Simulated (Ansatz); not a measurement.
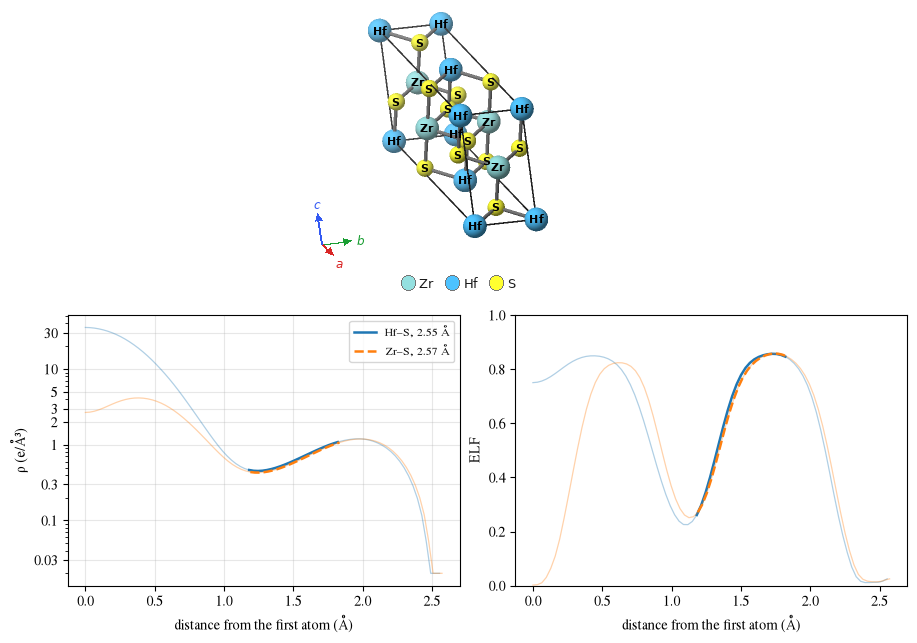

The picture shows: HfZrS4. Valence electron density and electron localisation function along straight lines between neighbouring atoms. Thin, pale parts lie inside the atomic spheres. The structure is drawn too.

Space group C2/m; a structure generated by program, which may or may not match a known phase.

Computed with Ansatz, DFT PBE, scalar-relativistic, plane waves, PAW.

Core electrons are frozen (PAW), and the valence fields are smoothed inside the atomic spheres.

What can be read from the curves?

Hf–S (2.55 Å): ρ is about 0.45 e/Å³ halfway; the ELF peaks at about 0.85 in the valence shell of S, 0.8 Å from its nucleus, and is about 0.40 at the midpoint.
Zr–S (2.57 Å): ρ at the midpoint is about 0.43 e/Å³; the ELF peaks at about 0.85 in the valence shell of S, 0.8 Å from its nucleus, and is about 0.40 at the midpoint.
